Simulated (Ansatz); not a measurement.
# SnSe: stress in a strained cell

SnSe is deformed so: equal xx and yy strain of -3 %. What stress and forces result, by LAPW, PAW and all-electron datasets made for the crystal?

Computed with Ansatz 0.2.0 (DFT LDA, scalar-relativistic, unless a step's input says otherwise).

**1. The system as given**

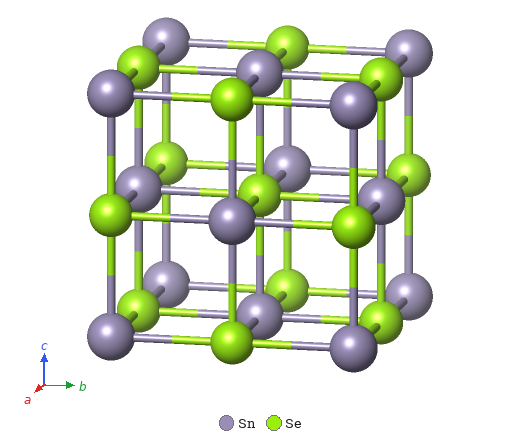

The starting structure, seen slightly off an axis (tin purple, selenium green). Atoms on the faces are drawn again on the opposite ones. The cell drawn here is the conventional one.

As a file:

```xyz
2
Lattice="0.0000 3.0100 3.0100 3.0100 0.0000 3.0100 3.0100 3.0100 0.0000" Properties=species:S:1:pos:R:3 pbc="T T T"
Sn    0.0000    0.0000    0.0000
Se    3.0100    3.0100    3.0100
```

Atoms are numbered in the order of the input: Sn1, Se2.

**2. The deformed structure**

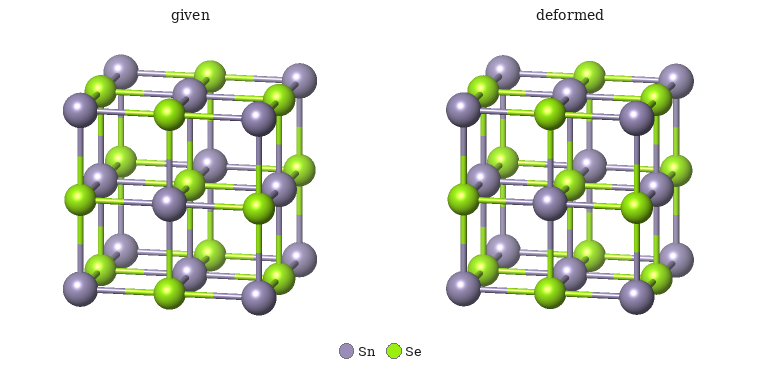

Given and deformed, at one scale.

Space group Fm-3m before, I4/mmm after.

**3. All-electron LAPW**

input.yaml reads:

```yaml
crystal:
  lattice:
    - [0.0, 2.9197, 3.01]
    - [2.9197, 0.0, 3.01]
    - [2.9197, 2.9197, 0.0]
  atoms:
    - { symbol: Sn, position: [0.0, 0.0, 0.0] }
    - { symbol: Se, position: [0.5, 0.5, 0.5] }
kpoints:
  mp_grid: { grid: [9, 9, 9] }
  band_path:
    path:
      - [0.0, 0.0, 0.0]
      - [0.0, 0.5, 0.5]
      - [0.25, 0.75, 0.5]
      - [0.0, 0.5, 0.0]
      - [0.0, 0.0, 0.0]
      - [0.5, 0.5, 0.0]
      - [0.3676125, 0.6323875, 0.0]
      - [-0.3676125, 0.3676125, 0.0]
      - [0.0, 0.0, 0.0]
    npoints: 5
scf:
  occupations: { method: fermi_dirac, width: 0.02 }
hamiltonian:
  xc: lda
  pseudopotentials: { kind: all_electron, lapw: { basis_error: 0.00025 } }
output:
  forces: true
  stress: true
  eigenvalues: true
```

On the command line:

```
$ ansatz run input.yaml --threads 1 --pin off --max-ram 3072MiB --backend cpu --events-out ev --progress --plain --runs-dir out
```

The log of the run, shortened:

```text
LAPW: plane waves up to 7.993 Å⁻¹, error target 2.5e-4 eV per atom; small_component_spin mean_spin; Se in spheres of 1.400 Å, 24 of its electrons in bands, Dirac shells []; Sn in spheres of 1.519 Å, 22 of its electrons in bands, Dirac shells []
[...]
Pseudopotentials: kind: all_electron
Pseudopotential: Sn, LAPW, valence charge 22, Koelling and Harmon's equation, gaussian nucleus
Pseudopotential: Se, LAPW, valence charge 24, Koelling and Harmon's equation, gaussian nucleus
Functional definition: SPW92
[...]
Crystal: 2 atoms, lattice volume = 51.318 Å³
Basis set: ecut = 243.38967373369755 eV, 443 PW (Γ), exchange–correlation at level 2
Bands: 28, of which v1, the nominal top of the filled ones, is band 23 counted from 1 (22 counted from 0)
Symmetry: 16 space group operations
Space group: I4/mmm (ITA 139), of the structure as read, at distance tolerance 3.7e-5 Å
k-points: 75 of 729
[...]
SCF iter   1: F=—  HF=-233985.897914 eV  |F-HF|=—  |Δ(HF+E_count)|=         —  Δρ=2.07e-2  dr2=4.70e-1  ethr=1.02e-3  ⟨swp⟩=2.2  Hψ=13316  notcnv=0
[...]
SCF iter   7: F=-233985.733677 eV  HF=-233985.733677 eV  |F-HF|=3.17e-9  |Δ(HF+E_count)|=   1.63e-7  Δρ=3.22e-6  dr2=7.05e-9  ethr=8.38e-11  ⟨swp⟩=2.2  Hψ=6235  notcnv=0
[...]
NSCF: frozen V_eff on 41 k-points
SCF converged after 7 iterations
Free energy (F): -233985.733677 eV
[...]
E sigma→0 (E₀):  -233985.733673 eV
Entropy (-TS):   -0.000007 eV (-0.003 meV/atom)
Fermi energy:    11.762744 eV
[...]
--- Forces (eV/Å), atoms counted from 1 ---
  atom   1  Sn     0.00000000     0.00000000     0.00000000
  atom   2  Se    -0.00000000    -0.00000000    -0.00000000
[...]
--- Stress (GPa, compression-positive) ---
        1.468848       0.000000      -0.000000
        0.000000       1.468848      -0.000000
       -0.000000      -0.000000      -2.691400
  P = ⅓ Tr σ = 0.0821 GPa (0.821 kbar)
--- Band table (eV; the first three rows and the last of 75) ---
[...]
```

Wall time 18 s (1 thread of Intel Xeon Platinum 8488C (Sapphire Rapids), shared host); peak memory 0.49 GiB.

This run gives: pressure 0.08 GPa; gap 0.13 eV.

**4. PAW with frozen cores**

input.yaml reads:

```yaml
crystal:
  lattice:
    - [0.0, 2.9197, 3.01]
    - [2.9197, 0.0, 3.01]
    - [2.9197, 2.9197, 0.0]
  atoms:
    - { symbol: Sn, position: [0.0, 0.0, 0.0] }
    - { symbol: Se, position: [0.5, 0.5, 0.5] }
kpoints:
  mp_grid: { grid: [9, 9, 9] }
scf:
  occupations: { method: fermi_dirac, width: 0.02 }
hamiltonian:
  xc: lda
  pseudopotentials: { kind: paw }
output:
  forces: true
  stress: true
  eigenvalues: true
  efg: { contact_densities: true }
  write_density: true
  write_potential: true
  elf: true
  volumetric_format: npy
```

On the command line:

```
$ ansatz run input.yaml --threads 1 --pin off --max-ram 3072MiB --backend cpu --events-out ev --progress --plain --runs-dir out
```

The log of the run, shortened:

```text
Sn: output.efg is read without spin–orbit coupling, which moves field gradients at and beside such atoms by some per cent and up to a factor of two; PAW files take it under magnetization.noncollinear and magnetization.spin_orbit
[...]
Pseudopotentials: kind: paw
Pseudopotential: Sn, paw, valence charge 14, recommended cutoff 420 eV (normal)
Pseudopotential: Se, paw, valence charge 16, recommended cutoff 420 eV (normal)
[... 1 set-up line as earlier in the session ...]
[...]
Crystal: 2 atoms, lattice volume = 51.318 Å³
Basis set: ecut = 420 eV, 975 PW (Γ)
Bands: 19, of which v1, the nominal top of the filled ones, is band 15 counted from 1 (14 counted from 0)
[... 2 set-up lines as earlier in the session ...]
k-points: 75 of 729
[...]
  atom   1  Sn    -0.00000000     0.00000000     0.00000000
  atom   2  Se     0.00000000    -0.00000000    -0.00000000
[...]
--- Stress (GPa, compression-positive) ---
        1.459734       0.000000      -0.000000
        0.000000       1.459734      -0.000000
       -0.000000      -0.000000      -2.699559
  P = ⅓ Tr σ = 0.0733 GPa (0.733 kbar)
--- PAW observables at the nuclei: V_zz in 10²¹ V/m², potentials from the cell's mean, atoms counted from 1 ---
  atom   1  Sn V_zz =    +4.402001   η = 0.0000   by run symmetry: allowed
            electrostatic potential = -8172.198114 V   contact ρ = 1231558.693996 e/Å³
  atom   2  Se V_zz =    +0.574663   η = 0.0000   by run symmetry: allowed
            electrostatic potential = -4712.199724 V   contact ρ = 261635.677698 e/Å³
--- Band table (eV; the first three rows and the last of 75) ---
  k-point 0: bands = ["-38.3234", "-38.3211", "-38.3208", "-38.3194", "-38.3194", "-11.8330", "-11.8247", "-11.8247", "-11.8234", "-11.8200", "-4.6696", "4.6333", "7.2158", "7.2158", "7.5141", "13.6135", "14.3611", "14.3611", "15.3230"]
[...]
```

Run time: 5 s. Hardware: 1 thread of Intel Xeon Platinum 8488C (Sapphire Rapids), shared host; peak memory 0.47 GiB.

In short: pressure 0.07 GPa; gap on the k mesh 0.29 eV (an odd mesh misses the zone boundary); Vzz Sn1 4.40 (η = 0.00), Se2 0.57 (η = 0.00) (10²¹ V/m²).

The fields are shown in the conventional cell of this run's space group, carried over from its grid by interpolation.

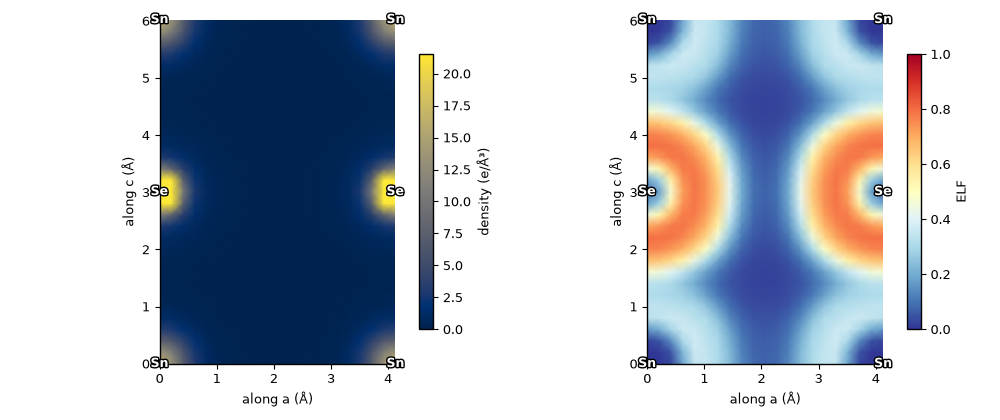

Density (left) and ELF (right) in a lattice plane of the grid's cell (edges 4.13 and 6.02 Å, at 0.000 of the third edge), which holds Sn and Se. Only atoms in the plane are labelled; the density scale stops at 21.52 e/Å³. Both are smooth fields of the valence electrons: close to the nuclei they are not physical.

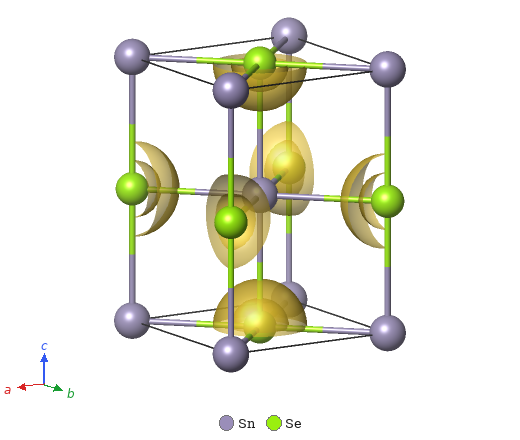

Surface of ELF = 0.74, drawn in one cell.

The highest ELF values outside the cores: 0.80 in the shell around Se, 0.8 Å from Se.

**5. Datasets made for this crystal**

Changes to input.yaml since step 4:

```diff
@@ -14,3 +14,3 @@
   xc: lda
-  pseudopotentials: { kind: paw }
+  pseudopotentials: { kind: all_electron, datasets: crystal }
 output:
@@ -20,5 +20 @@
   efg: { contact_densities: true }
-  write_density: true
-  write_potential: true
-  elf: true
-  volumetric_format: npy
```

On the command line:

```
$ ansatz run input.yaml --threads 1 --pin off --max-ram 3072MiB --backend cpu --events-out ev --progress --plain --runs-dir out
```

The log of the run, shortened:

```text
[...]
Sn: output.efg is read without spin–orbit coupling, which moves field gradients at and beside such atoms by some per cent and up to a factor of two; PAW files take it under magnetization.noncollinear and magnetization.spin_orbit
[...]
[... 1 set-up line as earlier in the session ...]
Pseudopotential: Sn, paw, valence charge 14, recommended cutoff 240 eV (normal), Koelling and Harmon's equation, gaussian nucleus
Pseudopotential: Se, paw, valence charge 6, recommended cutoff 240 eV (normal), Koelling and Harmon's equation, gaussian nucleus
[... 1 set-up line as earlier in the session ...]
[...]
Crystal: 2 atoms, lattice volume = 51.318 Å³
Basis set: ecut = 240 eV, 427 PW (Γ)
Bands: 14, of which v1, the nominal top of the filled ones, is band 10 counted from 1 (9 counted from 0)
[... 2 set-up lines as earlier in the session ...]
[...]
--- Forces (eV/Å), atoms counted from 1 ---
  atom   1  Sn     0.00000000     0.00000000     0.00000000
  atom   2  Se    -0.00000000    -0.00000000    -0.00000000
[...]
--- Stress (GPa, compression-positive) ---
        1.469335       0.000000      -0.000000
        0.000000       1.469335      -0.000000
       -0.000000      -0.000000      -2.691434
  P = ⅓ Tr σ = 0.0824 GPa (0.824 kbar)
--- PAW observables at the nuclei: V_zz in 10²¹ V/m², potentials from the cell's mean, atoms counted from 1 ---
  atom   1  Sn V_zz =    +4.534133   η = 0.0000   by run symmetry: allowed
            electrostatic potential = -8168.162758 V   contact ρ = 1231441.230725 e/Å³
  atom   2  Se V_zz =    +0.573221   η = 0.0000   by run symmetry: allowed
            electrostatic potential = -4708.690210 V   contact ρ = 261701.407242 e/Å³
--- Band table (eV; the first three rows and the last of 75) ---
  k-point 0: bands = ["-9.9811", "-9.9735", "-9.9727", "-9.9727", "-9.9694", "-2.8327", "6.4726", "9.0532", "9.0532", "9.3514", "15.4521", "16.1993"]
[...]
```

It took 5.8 s on 1 thread of Intel Xeon Platinum 8488C (Sapphire Rapids), shared host; peak memory 0.47 GiB.

Read from it: pressure 0.08 GPa; gap on the k mesh 0.29 eV (an odd mesh misses the zone boundary); Vzz Sn1 4.53 (η = 0.00), Se2 0.57 (η = 0.00) (10²¹ V/m²).

**6. Side by side**

Stress (GPa, compression positive):

```csv
method,xx,yy,zz,yz,xz,xy
LAPW,1.47,1.47,-2.69,0.00,0.00,0.00
PAW,1.46,1.46,-2.70,0.00,0.00,0.00
crystal datasets,1.47,1.47,-2.69,0.00,0.00,0.00
```

```
          method  pressure (GPa)  gap on the k mesh (eV)  Vzz Sn1 (10²¹ V/m²)  Vzz Se2 (10²¹ V/m²)  SCF cycles, all passes
            LAPW            0.08                    0.29                    –                    –                       7
             PAW            0.07                    0.29                 4.40                 0.57                       6
crystal datasets            0.08                    0.29                 4.53                 0.57                       8
```

**7. What came out**

```
                                 quantity                                           value
                                 pressure  LAPW 0.08, PAW 0.07, crystal datasets 0.08 GPa
largest shear or deviatoric stress (LAPW)                                        2.77 GPa
```

In words: The largest part of the stress beyond the pressure is 2.77 GPa in size, in the zz component; the atoms are carried along and not relaxed. No run of the undeformed cell stands beside it, so the pressure holds what the given cell had before the change. PAW: stress within 0.01 GPa of LAPW. Crystal datasets: stress within 0.01 GPa of LAPW.
